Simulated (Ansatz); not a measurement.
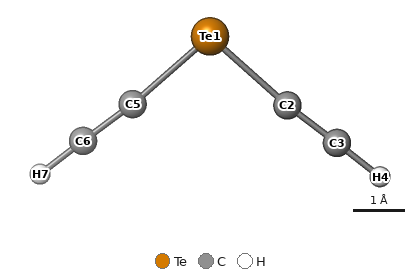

**Figure 1.** The input geometry of run A (ball-and-stick view, seen on its broad side; atoms are numbered from 1 in the order of the input).

## What a change does: single-point calculation on C$_{4}$H$_{2}$Te

System: C$_{4}$H$_{2}$Te (Te(CCH)2).
Method of run A: RKS PBE0-D4/def2-TZVP (Ansatz 0.2.0).

The geometry comes from this level: PBE-D4/def2-SVP. Text and figures count atoms from 1; the logs count them from 0 in places.

**The input, run A**
```yaml
crystal:
  periodic: [false, false, false]
  atoms:
    - {symbol: Te, position_ang: [0.098271, 0.019995, -1.771917]}
    - {symbol: C, position_ang: [1.554870, -0.029519, -0.332084]}
    - {symbol: C, position_ang: [2.494388, -0.059944, 0.458183]}
    - {symbol: H, position_ang: [3.309594, -0.086191, 1.168845]}
    - {symbol: C, position_ang: [-1.508617, 0.038953, -0.501170]}
    - {symbol: C, position_ang: [-2.529834, 0.052616, 0.180792]}
    - {symbol: H, position_ang: [-3.418663, 0.064090, 0.797351]}
basis:
  gaussian: {orbitals: def2-TZVP, initial_orbitals: start.molden}
hamiltonian: {xc: pbe0, dispersion: d4}
scf: {omitted_lower_state_checks: [starts]}
output: {orbitals: {seedname: orbitals}}
```

Command:
```bash
ansatz run in.yaml --threads 2 --pin off --events-out ev --progress --plain --max-ram 4352MiB
```

Hardware: 2 threads of Arm Neoverse V2, 23 GiB of memory available, shared host.

**Output (run A)**
```
Functional definition: PBE0
  parameter a = 0.25
  parameter kappa = 0.804
  parameter beta = 0.06672455060314922
  exchange = (1 - a)*pbe_x(kappa = kappa, mu = beta*pi^2/3) + a*exact_x
  correlation = pbe_c(beta = beta)
these checks for a lower state are left out or cut short: starts
1246 factors; their error is unknown
mean field evaluation 1: about -11463.1019 eV, gradient 9.5e1 eV
mean field evaluation 2: about -11465.4971 eV, gradient 2.5e0 eV
mean field evaluation 4: about -11465.6642 eV, gradient 6.1e-1 eV
mean field evaluation 8: about -11465.6646 eV, gradient 1.6e-5 eV
mean field -11465.66463590 eV, -421.3554036628 hartree, gradient 1.6e-5 eV, S^2 0.000000; 0 other end points of the search recorded, 0 dependent functions left out
reference -11465.66466545 eV, -421.3554047486 hartree; 25, 25 occupied and 161, 161 virtual orbitals, 1246 factors
Total energy: -11465.81814986 eV, -421.3610451968 hartree
Checks for a lower state left out: starts
```

The input of run B differs as follows (lines with − go, lines with + come):
```diff
-  gaussian: {orbitals: def2-TZVP, initial_orbitals: start.molden}
+  gaussian: {orbitals: def2-TZVP}
+magnetization: {spin_polarized: true, initial_magnetization: 2}
```

How does run B compare with run A?

The total energy of run B is 70.6 kcal/mol higher, which measures the change of basis and not a stability. The HOMO goes from −6.39 to −3.41 eV. The LUMO goes from −1.41 to −4.54 eV. On the same kind of shared host run B took about 2.8 times as long.

**Output (run B)**
```
Functional definition: PBE0
  parameter a = 0.25
  parameter kappa = 0.804
  parameter beta = 0.06672455060314922
  exchange = (1 - a)*pbe_x(kappa = kappa, mu = beta*pi^2/3) + a*exact_x
  correlation = pbe_c(beta = beta)
these checks for a lower state are left out or cut short: starts
1246 factors; their error is unknown
mean field evaluation 1: about -11443.4959 eV, gradient 5.7e1 eV
mean field evaluation 2: about -11358.9534 eV, gradient 1.2e2 eV
mean field evaluation 4: about -11458.7934 eV, gradient 2.3e1 eV
mean field evaluation 8: about -11461.6985 eV, gradient 9.7e-1 eV
mean field evaluation 16: about -11462.5995 eV, gradient 4.9e-1 eV
mean field -11462.60281535 eV, -421.2428838329 hartree, gradient 1.9e-5 eV, S^2 2.017657; 0 other end points of the search recorded, 0 dependent functions left out
reference -11462.60284602 eV, -421.2428849599 hartree; 26, 24 occupied and 160, 162 virtual orbitals, 1246 factors
Total energy: -11462.75633043 eV, -421.2485254081 hartree
Checks for a lower state left out: starts
```

**The two runs side by side**

```csv
quantity,run A,run B
outcome,converged,converged
total energy (hartree),−421.361045,−421.248525
HOMO (eV),−6.39,−3.41
LUMO (eV),−1.41,−4.54
basis functions,186,186
⟨S²⟩,–,2.018
wall time (shared host),3.3 s,9 s
```
